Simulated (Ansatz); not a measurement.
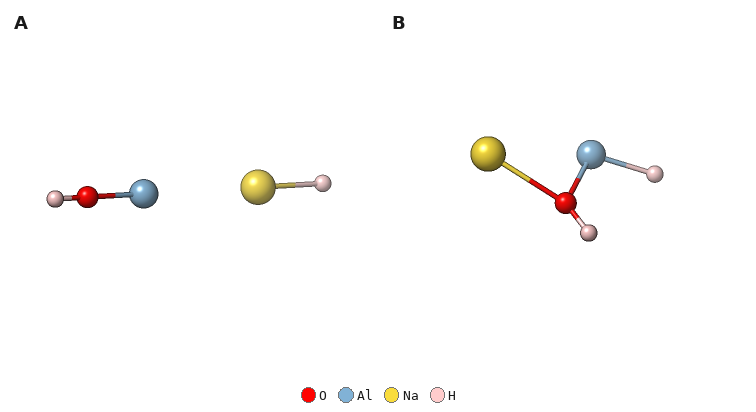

2 stationary structures of one formula. Geometries: PBE0-D4/def2-TZVP. Electronic energies: ωB97M-V/def2-TZVPP (Ansatz 0.2.0), without zero-point energy. No frequency run is at hand to confirm each as a minimum.

**Which is lowest in energy, and by how much?**

B is lowest (Cs); A lies 22.8 kcal/mol above it (C∞v).

Give E(B) − E(A) in kcal/mol at these levels too: r2SCAN-D4/def2-TZVPP; PBE0-D4/def2-TZVPP; PBE-D4/def2-TZVPP; ωB97M-V/def2-TZVPP; RHF-CCSD(T) (frozen core)/def2-TZVPP; B3LYP-D4/def2-TZVPP; PBE0-D4/def2-TZVP.

```tsv
level	E(B) − E(A) (kcal/mol)
r2SCAN-D4/def2-TZVPP	−28.5
PBE0-D4/def2-TZVPP	−26.8
PBE-D4/def2-TZVPP	−25.5
ωB97M-V/def2-TZVPP	−22.8
RHF-CCSD(T) (frozen core)/def2-TZVPP	−26.5
B3LYP-D4/def2-TZVPP	−23.0
PBE0-D4/def2-TZVP	−27.1
```
